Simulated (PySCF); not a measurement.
**C4H7N (SMILES NCC1C=C1): levels of theory compared**

We compute a comparison of 5 runs (r2SCAN0-D4/pcseg-0, r2SCAN0/pcseg-0, B3LYP5/6-311+G*, RPA@X3LYP/6-31G, CCSD/6-31G*) of C4H7N. 

The results are computed with PySCF 2.14.0.

2 further runs of the same task are left out: 1 that didn't finish, 1 set aside as unsound or not needed.

### 1 The molecule

C4H7N: 12 atoms, total charge 0, spin state singlet. As SMILES, `NCC1C=C1`. The shape is that of a GFN2-xTB optimisation. This is one conformer, not always the lowest.

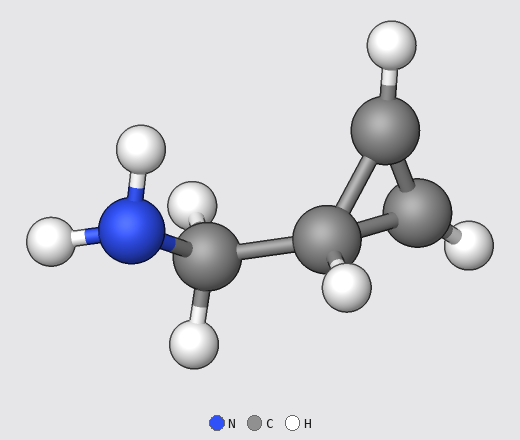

Viewed from a chosen angle; nitrogen blue, carbon grey, hydrogen white.

### 2 Localised orbitals at r2SCAN0-D4/pcseg-0 (density fitting with def2-universal-jkfit) (run 1)

File calc.py:

```python
import numpy
from pyscf import gto, dft, lo

molecule = gto.Mole()
molecule.atom = [
    ('N', (-1.123460, 0.022190, 1.518290)),
    ('C', (-0.035550, -0.564100, 0.747350)),
    ('C', (0.555330, 0.485840, -0.172840)),
    ('C', (0.072170, 0.624710, -1.587720)),
    ('C', (1.250070, 0.096530, -1.442820)),
    ('H', (-1.529670, -0.666030, 2.142790)),
    ('H', (-1.854720, 0.345370, 0.892850)),
    ('H', (-0.344410, -1.437970, 0.145420)),
    ('H', (0.723720, -0.899270, 1.462410)),
    ('H', (0.878750, 1.373460, 0.364900)),
    ('H', (-0.721840, 0.950080, -2.213680)),
    ('H', (2.129620, -0.330800, -1.856940)),
]
molecule.verbose = 4
molecule.max_memory = 1860
molecule.basis = 'pcseg-0'
molecule.build()

mf = dft.RKS(molecule, xc='r2scan0')
mf = mf.density_fit(auxbasis='def2-universal-jkfit')
mf.disp = 'd4'
mf.kernel()

e_final = mf.e_tot
print('E(%s) = %.9f' % ('R2SCAN0', e_final))
occ = mf.mo_coeff[:, 5:molecule.nelec[0]]
loc = lo.ER(molecule, occ).kernel()
r1 = numpy.einsum('xij,ip,jp->px', molecule.intor('int1e_r'), loc, loc)
spread = numpy.einsum('ij,ip,jp->p', molecule.intor('int1e_r2'), loc, loc) - (r1 ** 2).sum(1)
centres = r1 * 0.529177
print('orbital  centre (A)  spread (bohr^2)')
for i, (c, s) in enumerate(zip(centres, spread), 1):
    print('%3d %9.4f %9.4f %9.4f %9.4f' % (i, *c, s))
```

Run with:

```sh
$ OMP_NUM_THREADS=1 python calc.py
```

Output:

```text
PySCF version 2.14.0

[... 80 lines left out ...]
converged SCF energy = -210.529612767086
[... 36 lines left out ...]
 14    0.7900    0.6193   -1.6228    3.3897
```

Run time: 51 s. Hardware: 1 thread of Intel Xeon at 2.50GHz (Skylake/Cascade Lake), shared host; peak memory 0.32 GiB.

### 3 Localised orbitals at r2SCAN0/pcseg-0 (density fitting with def2-universal-jkfit) (run 2)

File job.py:

```python
import numpy
from pyscf import gto, dft, lo

molecule = gto.M(
    atom=[
    ('N', (-1.123460, 0.022190, 1.518290)),
    ('C', (-0.035550, -0.564100, 0.747350)),
    ('C', (0.555330, 0.485840, -0.172840)),
    ('C', (0.072170, 0.624710, -1.587720)),
    ('C', (1.250070, 0.096530, -1.442820)),
    ('H', (-1.529670, -0.666030, 2.142790)),
    ('H', (-1.854720, 0.345370, 0.892850)),
    ('H', (-0.344410, -1.437970, 0.145420)),
    ('H', (0.723720, -0.899270, 1.462410)),
    ('H', (0.878750, 1.373460, 0.364900)),
    ('H', (-0.721840, 0.950080, -2.213680)),
    ('H', (2.129620, -0.330800, -1.856940)),
],
    charge=0,
    max_memory=1860,
    verbose=4,
    basis='pcseg-0',
)

mf = dft.RKS(molecule, xc='r2scan0')
mf = mf.density_fit(auxbasis='def2-universal-jkfit')
mf.kernel()

etot = mf.e_tot
print('E = %.10f Eh' % etot)
occ = mf.mo_coeff[:, 5:molecule.nelec[0]]
loc = lo.ER(molecule, occ).kernel()
r1 = numpy.einsum('xij,ip,jp->px', molecule.intor('int1e_r'), loc, loc)
spread = numpy.einsum('ij,ip,jp->p', molecule.intor('int1e_r2'), loc, loc) - (r1 ** 2).sum(1)
centres = r1 * 0.529177
print('orbital  centre (A)  spread (bohr^2)')
for i, (c, s) in enumerate(zip(centres, spread), 1):
    print('%3d %9.4f %9.4f %9.4f %9.4f' % (i, *c, s))
```

Run with:

```sh
$ OMP_NUM_THREADS=1 python job.py
```

Output:

```text
PySCF version 2.14.0

[... 78 lines left out ...]
converged SCF energy = -210.527332048593
[... 36 lines left out ...]
 14    0.7900    0.6193   -1.6228    3.3897
```

Run time: 50 s. Hardware: 1 thread of Intel Xeon at 2.50GHz (Skylake/Cascade Lake), shared host; peak memory 0.32 GiB.

Run 3 isn't shown in full; the table further down has it.

### 4 A single-point energy at RPA@X3LYP/6-31G (density fitting with cc-pvqz-jkfit) (run 4)

File input.py:

```python
from pyscf import gto, dft
from pyscf.gw.rpa import RPA

system = gto.M(
    atom='''
N   -1.123460   0.022190   1.518290
C   -0.035550  -0.564100   0.747350
C    0.555330   0.485840  -0.172840
C    0.072170   0.624710  -1.587720
C    1.250070   0.096530  -1.442820
H   -1.529670  -0.666030   2.142790
H   -1.854720   0.345370   0.892850
H   -0.344410  -1.437970   0.145420
H    0.723720  -0.899270   1.462410
H    0.878750   1.373460   0.364900
H   -0.721840   0.950080  -2.213680
H    2.129620  -0.330800  -1.856940
''',
    max_memory=1860,
    verbose=3,
    basis='6-31g',
)

calc0 = dft.RKS(system)
calc0.xc = 'x3lyp'
calc0 = calc0.density_fit(auxbasis='cc-pvqz-jkfit')
calc0.kernel()

rpa = RPA(calc0, frozen=5)
rpa.kernel()
e_exx = calc0.to_hf().energy_tot(calc0.make_rdm1())
energy = e_exx + rpa.e_corr
print(f'total energy: {energy:.8f} hartree')
dip = calc0.dip_moment()
pop, q = calc0.mulliken_pop()
```

Run with:

```sh
$ OMP_NUM_THREADS=1 python input.py
```

Output:

```text
converged SCF energy = -211.101902344889
[... 1 line left out ...]
total energy: -210.45141787 hartree
Dipole moment(X, Y, Z, Debye): -0.60947, -1.20007, -1.18227
[... 72 lines left out ...]
charge of   11H =      0.14441
```

Run time: 21 s. Hardware: 1 thread of Intel Xeon at 2.50GHz (Skylake/Cascade Lake), shared host; peak memory 0.32 GiB.

### 5 Energy and forces at CCSD/6-31G(d) (spherical functions) (run 5)

File start.xyz:

```xyz
12

N     -1.123460     0.022190     1.518290
C     -0.035550    -0.564100     0.747350
C      0.555330     0.485840    -0.172840
C      0.072170     0.624710    -1.587720
C      1.250070     0.096530    -1.442820
H     -1.529670    -0.666030     2.142790
H     -1.854720     0.345370     0.892850
H     -0.344410    -1.437970     0.145420
H      0.723720    -0.899270     1.462410
H      0.878750     1.373460     0.364900
H     -0.721840     0.950080    -2.213680
H      2.129620    -0.330800    -1.856940
```

File input.py:

```python
# NCC1C=C1
import pyscf.grad
from pyscf import gto, cc
from pyscf.pbc.tools.pyscf_ase import PySCF, ase_atoms_to_pyscf
from ase.io import read

atoms = read('start.xyz')

mol = gto.M(
    atom=ase_atoms_to_pyscf(atoms),
    max_memory=1860,
    verbose=0,
    spin=0,
    basis='6-31g*',
)

myscf = mol.RHF()
atoms.calc = PySCF(method=cc.CCSD(myscf))

e_ev = atoms.get_potential_energy()
print('energy %.6f eV' % e_ev)
forces = atoms.get_forces()
print('forces (eV/A)')
print(forces.round(5))
```

Run with:

```sh
$ OMP_NUM_THREADS=1 python input.py
```

Output:

```text
energy -5730.825288 eV
forces (eV/A)
[[ 0.07209  0.37289  0.27772]
 [-0.00489 -0.00277 -0.12797]
 [-0.10866 -0.36678  0.22479]
 [ 0.30805 -0.09154  0.19712]
 [-0.34812  0.19091  0.1805 ]
 [-0.16871 -0.13464  0.09002]
 [-0.20106 -0.04036 -0.11138]
 [ 0.13256 -0.04154 -0.04988]
 [ 0.12765 -0.11091  0.0348 ]
 [ 0.10842  0.2615   0.11354]
 [-0.5129   0.23266 -0.48027]
 [ 0.59558 -0.2694  -0.34901]]
```

It took 2 min on 1 thread of Intel Xeon at 2.50GHz (Skylake/Cascade Lake), shared host; peak memory 0.86 GiB.

### 6 The series

```tsv
run	level	task	integral approximation	energy (Eh)	dipole moment (D) of the reference	HOMO energy (eV)	LUMO energy (eV)	wall time
1	r2SCAN0-D4/pcseg-0 (density fitting with def2-universal-jkfit)	localise	def2-universal-jkfit	-210.529613	1.95	-6.40	0.15	51 s
2	r2SCAN0/pcseg-0 (density fitting with def2-universal-jkfit)	localise	def2-universal-jkfit	-210.527332	1.95	-6.40	0.15	50 s
3	B3LYP5/6-311+G* (density fitting, Cartesian functions)	properties	auto	-211.194708	1.58	-6.40	-0.36	30 s
4	RPA@X3LYP/6-31G (density fitting with cc-pvqz-jkfit)	energy	cc-pvqz-jkfit	-210.451418	1.79	-5.90	0.35	21 s
5	CCSD/6-31G* (spherical functions)	gradient	none	-210.603947	1.69	-9.54	4.68	2 min
```

### 7 Results

| quantity | value |
| --- | --- |
| run 5: total energy | -210.60395 Eh |
| run 5: dipole moment (Hartree–Fock density) | 1.69 D |
| run 5: HOMO energy (Hartree–Fock orbitals) | -9.54 eV |
| run 5: LUMO energy (Hartree–Fock orbitals) | 4.68 eV |
| run 5: HOMO–LUMO gap (Hartree–Fock orbitals) | 14.22 eV |
| run 5: correlation energy | -726.4 mEh |
| run 5: T1 diagnostic | 0.008 |
| run 5: largest force on an atom | 0.741 eV/Å |

In words: Over runs 1, 2, 3 the dipole moment (its size) runs from 1.58 D (B3LYP5/6-311+G*) to 1.95 D (r2SCAN0-D4/pcseg-0). The two ends differ in method and basis. Over runs 1, 2, 3 the HOMO–LUMO gap runs from 6.05 eV (B3LYP5/6-311+G*) to 6.55 eV (r2SCAN0-D4/pcseg-0). Totals of different functionals can't be ranked against each other. All runs together took 4.5 min, the longest 2 min.
